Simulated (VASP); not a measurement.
Band structure of IrO3 (space group Amm2). Calculation: PBEsol GGA, VASP's PBE PAW potentials (set 64) (plane waves; VASP).

Unless said otherwise, spin-orbit coupling is left out, though it shifts the bands of the heavy elements here.

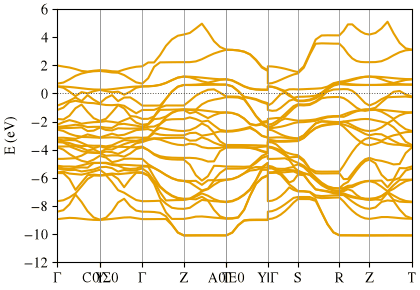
*Bands along high-symmetry lines, zero at the valence-band maximum or, without a gap, the Fermi level*

**Question.** Read the plot: is there a gap, and where are the band edges?

**Answer.** It has no gap at this level: it comes out as a metal or semimetal. (Edges off the drawn lines would not show.)

The structure comes from a computed database's IrO3 entry (Amm2); how it stands against other phases isn't given here. It was relaxed first.
